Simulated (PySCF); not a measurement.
# CH₁₁Ge₃N: electronic excitations

What electronic excitations should CH₁₁Ge₃N (`[CH3][Ge@H]([GeH3])[NH][GeH3]`) show?

Computed with PySCF 2.14.0, with density-fitted response routines of our own, on a single molecule in the gas phase. Atoms count from 0, in the outputs and in this text.

## (1) The starting structure

16 atoms, charge 0, multiplicity 1; geometry from: GFN2-xTB.

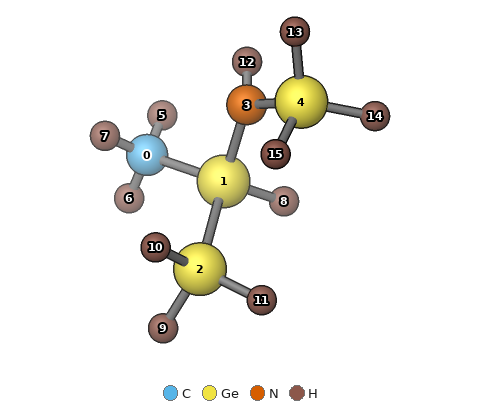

As it starts; carbon blue, germanium yellow, nitrogen orange, hydrogen brown, atoms numbered.

## (2) TDDFT and polarisability: B3LYP/def2-SVPD

Job settings and geometry (Å):

```
{"job": {"kind": "uv", "xc": "B3LYP", "basis": "def2-SVPD", "nstates": 8, "ntriplets": 3}, "charge": 0, "multiplicity": 1}
C      1.468934    -2.028594     0.355337
Ge     0.309668    -0.643783    -0.449623
Ge     1.315935     1.494705    -0.769880
N     -1.100830    -0.416341     0.709947
Ge    -2.301236     0.936252     0.675893
H      0.939762    -2.973460     0.452546
H      2.350808    -2.196467    -0.257014
H      1.795375    -1.716882     1.344736
H     -0.233384    -1.186066    -1.779504
H      2.679356     1.402112    -1.394018
H      1.532442     2.270134     0.496150
H      0.552372     2.419465    -1.672882
H     -1.464294    -1.280495     1.084515
H     -3.094799     0.832940     1.941548
H     -3.237610     0.885760    -0.503422
H     -1.520096     2.209664     0.626644
```

With the program's defaults for keys left out, this is: TDDFT B3LYP/def2-SVPD, vertical, gas phase, core orbitals frozen in the response.

Run with:

```sh
> OMP_NUM_THREADS=1 python probes_run.py task.json out
```

The driver reads the jobs from task.json and runs them one after another.

Predict these results of the whole session: lowest singlet (B3LYP/def2-SVPD); brightest single state of those computed; lowest triplet.

**Answer**, as computed:

| quantity | value |
| --- | --- |
| lowest singlet (B3LYP/def2-SVPD) | 5.36 eV (231 nm), f = 0.002 |
| brightest single state of those computed | state 4, 6.27 eV, f = 0.035 |
| lowest triplet | 5.05 eV |

In words: The lowest singlet, at 5.36 eV, is HOMO→LUMO 0.98 and is weak; of the 8 states computed, the strongest absorption comes from state 4 at 6.27 eV. The lowest triplet lies 0.32 eV below the lowest singlet (triplets in Tamm-Dancoff, singlets in full TDDFT).
